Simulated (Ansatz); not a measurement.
# CH4SiTe: short molecular-dynamics run, by script

How does CH4SiTe move over a short run? Wanted for CH4SiTe: a short molecular-dynamics run. SMILES: C1[SiH2][Te]1.

All numbers are computed with the Python package of Ansatz 0.2.0. Level of theory: B3LYP/def2-SVP.

## (1) The system

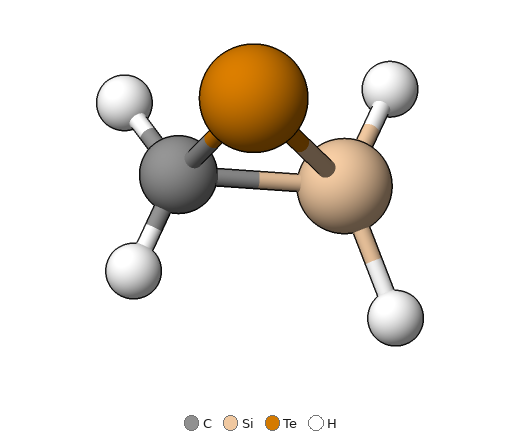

The structure that the script starts from, seen from a chosen angle (carbon grey, silicon light orange, tellurium orange, hydrogen white).

The script holds or builds the structure itself.

## (2) The code

run_md.py reads:

```python
"""A short Born-Oppenheimer trajectory of CH4SiTe."""

import ansatz as az
import numpy as np

molecule = (
    az.Crystal.molecule()
    .atom("C", [-0.6162, -0.4098, -0.4656])
    .atom("Si", [0.6544, 0.5366, 0.4033])
    .atom("Te", [0.0342, -1.8924, 0.8047])
    .atom("H", [-0.3673, -0.5257, -1.5541])
    .atom("H", [-1.6828, -0.0159, -0.2437])
    .atom("H", [0.1477, 1.4906, 1.4164])
    .atom("H", [1.8913, 0.7485, -0.4068])
)

model = molecule.calculation()
model = model.basis(gaussian="def2-SVP")
model = model.functional("B3LYP").md("nvt_langevin", timestep=0.5, steps=30, temperature=800, initial_velocities="maxwell_boltzmann", seed=53, friction=0.01)
frames = []
out = model.session().plan().execute(on_event=lambda e: frames.append(e["data"]) if e["event"] == "md_step" else None)
print("t (fs)   E_pot (eV)      E_kin (eV)   T (K)   d(0-1) (A)")
for f in frames[::1]:
    xyz = np.array(f["positions_ang"])
    print(f"{f['time_fs']:6.2f} {f['lagrangian_ev']:14.5f} {f['e_kin_ev']:10.5f} {f['temperature_k']:8.1f} {np.linalg.norm(xyz[0] - xyz[1]):9.4f}")
print("mean temperature", round(float(np.mean([f["temperature_k"] for f in frames])), 1), "K")
symbols = [site.symbol for site in molecule.cartesian_sites]
with open("last_frame.xyz", "w") as handle:
    handle.write(f"{len(symbols)}\nt = {frames[-1]['time_fs']} fs\n")
    handle.writelines("{:2s} {:10.5f} {:10.5f} {:10.5f}\n".format(s, *xyz) for s, xyz in zip(symbols, frames[-1]["positions_ang"]))
```

## (3) Launch

Launch:

```
python run_md.py
```

What it wrote:

```text
t (fs)   E_pot (eV)      E_kin (eV)   T (K)   d(0-1) (A)
  0.00   -16271.76701    0.62045    685.7    1.8070
  0.50   -16271.77193    0.64182    709.3    1.8008
  1.00   -16271.76072    0.66618    736.3    1.7952
  1.50   -16271.72966    0.61822    683.3    1.7899
  2.00   -16271.68169    0.58302    644.4    1.7849
  2.50   -16271.62529    0.55378    612.0    1.7800
  3.00   -16271.57950    0.47896    529.3    1.7755
  3.50   -16271.56854    0.45681    504.9    1.7719
  4.00   -16271.60055    0.43445    480.2    1.7690
  4.50   -16271.66343    0.50131    554.0    1.7662
  5.00   -16271.72931    0.59651    659.3    1.7632
  5.50   -16271.77067    0.64438    712.2    1.7606
  6.00   -16271.77600    0.58951    651.5    1.7589
  6.50   -16271.75464    0.62228    687.7    1.7576
  7.00   -16271.71805    0.58289    644.2    1.7570
  7.50   -16271.68218    0.57335    633.7    1.7568
  8.00   -16271.66512    0.56654    626.1    1.7570
  8.50   -16271.67691    0.57701    637.7    1.7580
  9.00   -16271.70806    0.60299    666.4    1.7598
  9.50   -16271.74933    0.66268    732.4    1.7627
 10.00   -16271.79562    0.76634    847.0    1.7666
 10.50   -16271.83790    0.84315    931.8    1.7714
 11.00   -16271.86856    0.95232   1052.5    1.7770
 11.50   -16271.88058    0.95611   1056.7    1.7838
 12.00   -16271.86855    0.97309   1075.5    1.7917
 12.50   -16271.83513    0.89652    990.8    1.8004
 13.00   -16271.79031    0.83121    918.6    1.8092
 13.50   -16271.75591    0.80342    887.9    1.8180
 14.00   -16271.75130    0.78437    866.9    1.8268
 14.50   -16271.77943    0.84223    930.8    1.8355
 15.00   -16271.82986    0.88638    979.6    1.8445
mean temperature 752.5 K
```

It took 97 s on 1 thread of Arm Neoverse V2, shared host; peak memory 0.23 GiB.

last_frame.xyz, as written:

```xyz
7
t = 15.0 fs
C    -0.61343   -0.26420   -0.64227
Si    0.68513    0.48781    0.43027
Te    0.01795   -1.89750    0.82558
H    -0.31806   -0.77178   -1.60610
H    -1.57696    0.08502   -0.79562
H     0.11611    1.27299    1.52661
H     2.15438    0.91830    0.23111
```

## (4) What the engine kept of the run

The report of the run holds:

| item | value |
| --- | --- |
| SCF cycles in all | 257 |
| orbitals | 78 |
| total energy (eV) | -16271.83009 |

## (5) The trajectory

Every 2 steps:

| time (fs) | T (K) | change of potential energy (meV/atom) | mean square move (Å²) |
| --- | --- | --- | --- |
| 0.0 | 686 | 0.0 | 0.0000 |
| 1.0 | 736 | 0.9 | 0.0015 |
| 2.0 | 644 | 12.2 | 0.0056 |
| 3.0 | 529 | 26.8 | 0.0113 |
| 4.0 | 480 | 23.8 | 0.0168 |
| 5.0 | 659 | 5.4 | 0.0221 |
| 6.0 | 652 | -1.3 | 0.0288 |
| 7.0 | 644 | 7.0 | 0.0375 |
| 8.0 | 626 | 14.6 | 0.0478 |
| 9.0 | 666 | 8.4 | 0.0589 |
| 10.0 | 847 | -4.1 | 0.0715 |
| 11.0 | 1052 | -14.5 | 0.0860 |
| 12.0 | 1075 | -14.5 | 0.1017 |
| 13.0 | 919 | -3.3 | 0.1175 |
| 14.0 | 867 | 2.2 | 0.1320 |
| 15.0 | 980 | -9.0 | 0.1454 |

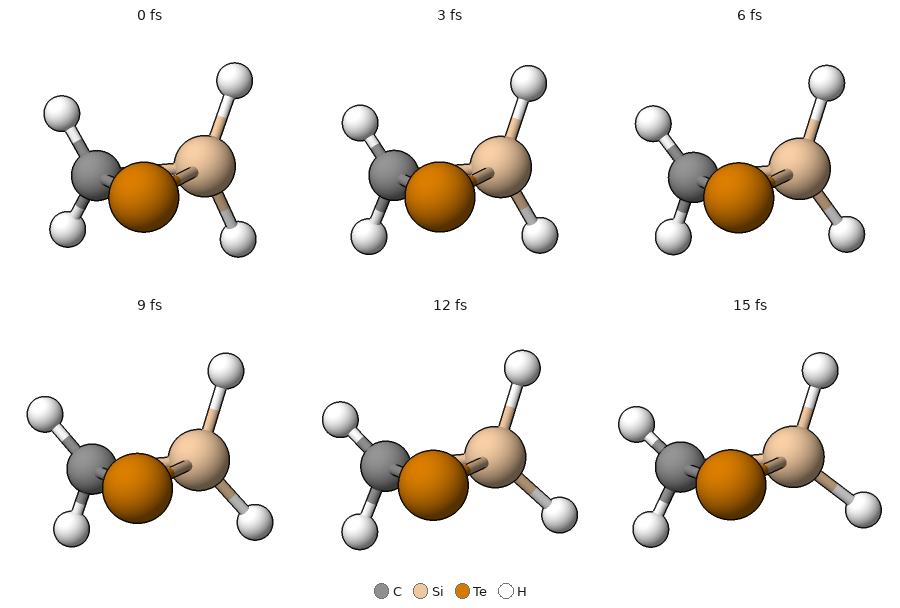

Six frames of the run. Sticks are drawn by distance alone, so a stretched bond can lose its stick.

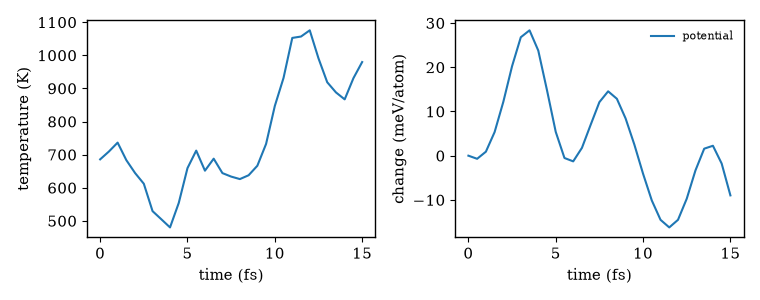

Temperature and energies against time.

Positions (Å) and forces (eV/Å) at 15.0 fs:

```xyz
7

C    -0.613   -0.264   -0.642    2.931   -1.682   -1.702
Si    0.685    0.488    0.430    0.744   -0.231    0.604
Te    0.018   -1.897    0.826   -0.191    0.192    0.143
H    -0.318   -0.772   -1.606    0.090    0.808    0.719
H    -1.577    0.085   -0.796   -2.490    0.820    0.475
H     0.116    1.273    1.527   -0.155    0.447    0.148
H     2.154    0.918    0.231   -0.930   -0.353   -0.387
```

## (6) What came out

```
                     quantity            value
                 total energy   -16271.8301 eV
                dipole moment           1.79 D
            length of the run  30 steps, 15 fs
mean temperature, second half            865 K
                farthest move           0.71 Å
```

In words: The temperature swings between 480 and 1075 K, with a mean of 865 K in the second half; 7 atoms fluctuate widely. A run of 15 fs is far too short for averages. Notes:
- The trajectory is only some femtoseconds long, and gives no averages; where the script doesn't relax first, it starts from a rough generated geometry.
- def2 sets replace the cores of elements past krypton by effective core potentials.
- b3lyp holds the VWN-RPA fit, as in Gaussian; the form of ORCA and Turbomole is b3lyp5.
- The printed temperature counts all 3N degrees of freedom under Langevin dynamics, so the first row lies under the target.
